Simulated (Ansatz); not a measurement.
**C3H8Si (SMILES CC(C)[SiH]) at RPA@PBE0/6-31G(d) (spherical functions)**

Aim: the energy change on altering one bond length of C3H8Si at RPA@PBE0/6-31G* (spherical functions), from 2 runs. 

The results are computed with Ansatz 0.2.0.

62 further runs of the same task are left out: 62 set aside as unsound or not needed.

**1. The system as given**

C3H8Si has 12 atoms, charge 0, and is taken as a singlet. SMILES: `CC(C)[SiH]`. The coordinates come from a PBE0-D4/def2-TZVP relaxation. This is one conformer, not always the lowest.

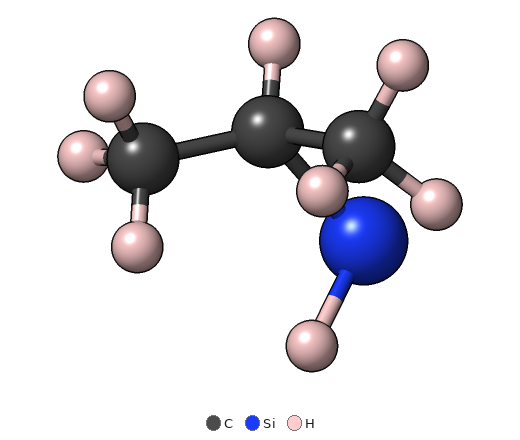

The structure, seen from a chosen angle (carbon dark grey, silicon blue, hydrogen pink).

**2. The energy at RPA@PBE0/6-31G(d) (spherical functions)**

Contents of molecule.yaml:

```yaml
crystal:
  periodic: [false, false, false]
  atoms:
    - {symbol: C, position_ang: [-0.253100, 0.907000, -1.062800]}
    - {symbol: C, position_ang: [0.097600, -0.436300, -0.460200]}
    - {symbol: C, position_ang: [0.789900, -0.357500, 0.904100]}
    - {symbol: Si, position_ang: [-1.169000, -1.505700, 0.467600]}
    - {symbol: H, position_ang: [-0.840100, 0.787500, -1.976500]}
    - {symbol: H, position_ang: [-0.850600, 1.498900, -0.364400]}
    - {symbol: H, position_ang: [0.640200, 1.486400, -1.322400]}
    - {symbol: H, position_ang: [0.694200, -1.034400, -1.150400]}
    - {symbol: H, position_ang: [0.750400, 0.645900, 1.325000]}
    - {symbol: H, position_ang: [0.284700, -1.010900, 1.698600]}
    - {symbol: H, position_ang: [1.807500, -0.747500, 0.908500]}
    - {symbol: H, position_ang: [-1.874800, -0.288600, 1.067000]}
basis:
  gaussian:
    orbitals: 6-31G_st_-spherical.json
hamiltonian:
  xc: pbe0
correlation:
  method: rpa
  frozen_orbitals: {C: 1, H: 0, Si: 5}
accuracy: high
```

The basis set 6-31G* is read from a file made from the Basis Set Exchange's data (not shown).

Run with:

```console
$ ansatz run molecule.yaml --threads 1 --pin off --max-ram 3480MiB --events-out events.jsonl --progress --plain --runs-dir runs
```

The log of the run:

```text
Warning: RAYON_NUM_THREADS=1 ignored (pool sized by the plan → 1); use --threads N
Functional definition: PBE0
  name "PBE0"
  parameter a = 0.25
  parameter kappa = 0.804
  parameter beta = 0.06672455060314922
  exchange = (1 - a)*pbe_x(kappa = kappa, mu = beta*pi^2/3) + a*exact_x
  correlation = pbe_c(beta = beta)
1918 factors; integrals over basis functions are off by at most 3.9e-9 eV
mean field evaluation 1: about -11103.4674 eV, gradient 4.8e1 eV
mean field evaluation 2: about -11103.7836 eV, gradient 4.7e1 eV
mean field evaluation 4: about -11109.3048 eV, gradient 6.4e0 eV
mean field evaluation 8: about -11109.4200 eV, gradient 4.8e-1 eV
mean field evaluation 16: about -11109.4207 eV, gradient 6.5e-5 eV
mean field -11109.42070283 eV, -408.2636805933 hartree, gradient 7.0e-9 eV, S^2 0.000000; 0 other end points of the search recorded, 0 dependent functions left out
8 core orbitals not correlated: weight in the atoms' cores, before any rotation towards them, 1.000 or more for the frozen orbitals, at most 0.000 for the correlated occupied ones
reference -11077.21964879 eV, -407.0803136840 hartree; 12, 12 occupied and 56, 56 virtual orbitals, 1918 factors
Total energy: -11096.95551899 eV, -407.8055935362 hartree
```

Wall time 6.6 s (1 thread of Intel Xeon 6975P-C (Granite Rapids), shared host); peak memory 0.31 GiB.

**3. The distorted shape, same level**

Contents of molecule.yaml:

```yaml
crystal:
  periodic: [false, false, false]
  atoms:
    - {symbol: C, position_ang: [-0.041357, 0.541865, -1.242623]}
    - {symbol: C, position_ang: [0.309343, -0.801435, -0.640023]}
    - {symbol: C, position_ang: [1.001643, -0.722635, 0.724277]}
    - {symbol: Si, position_ang: [-0.957257, -1.870835, 0.287777]}
    - {symbol: H, position_ang: [-0.628357, 0.422365, -2.156323]}
    - {symbol: H, position_ang: [-0.638857, 1.133765, -0.544223]}
    - {symbol: H, position_ang: [0.851943, 1.121265, -1.502223]}
    - {symbol: H, position_ang: [0.905943, -1.399535, -1.330223]}
    - {symbol: H, position_ang: [0.962143, 0.280765, 1.145177]}
    - {symbol: H, position_ang: [0.496443, -1.376035, 1.518777]}
    - {symbol: H, position_ang: [2.019243, -1.112635, 0.728677]}
    - {symbol: H, position_ang: [-1.874800, -0.288600, 1.067000]}
basis:
  gaussian: {orbitals: 6-31G_st_-spherical.json}
magnetization: {spin_polarized: false, initial_magnetization: 0}
hamiltonian: {xc: {name: PBE0}}
correlation: {method: rpa, frozen_orbitals: {C: 1, H: 0, Si: 5}}
accuracy: high
```

The basis set 6-31G* is read from a file made from the Basis Set Exchange's data (not shown).

Run with:

```console
$ ansatz run molecule.yaml --threads 1 --pin off --max-ram 3480MiB --events-out events.jsonl --progress --plain --runs-dir runs
```

The log of the run, shortened:

```text
Warning: RAYON_NUM_THREADS=1 ignored (pool sized by the plan → 1); use --threads N
[... 2 set-up lines as earlier in the session ...]
[...]
1922 factors; integrals over basis functions are off by at most 3.8e-9 eV
[...]
mean field -11108.59496517 eV, -408.2333352939 hartree, gradient 1.5e-8 eV, S^2 0.000000; 0 other end points of the search recorded, 0 dependent functions left out
8 core orbitals not correlated: weight in the atoms' cores, before any rotation towards them, 1.000 or more for the frozen orbitals, at most 0.000 for the correlated occupied ones
reference -11076.19628831 eV, -407.0427058798 hartree; 12, 12 occupied and 56, 56 virtual orbitals, 1922 factors
Total energy: -11096.13671140 eV, -407.7755029124 hartree
```

Run time: 7.2 s. Hardware: 1 thread of Intel Xeon 6975P-C (Granite Rapids), shared host; peak memory 0.3 GiB.

**4. Summary of results**

At RPA@PBE0/6-31G* (spherical functions), 8 core orbitals frozen:

```
                                                           quantity          value
                                          first shape: total energy  -407.80559 Eh
                      first shape: RPA correlation energy (valence)     -725.3 mEh
                                      distorted shape: total energy  -407.77550 Eh
                  distorted shape: RPA correlation energy (valence)     -732.8 mEh
energy change with the Si4–H12 bond stretched from 1.529 to 1.988 Å       0.819 eV
```

What this shows: With the Si4–H12 bond stretched from 1.529 to 1.988 Å the energy rises by 0.82 eV (18.9 kcal/mol). The first shape isn't relaxed at this level, so the change isn't measured from a minimum.
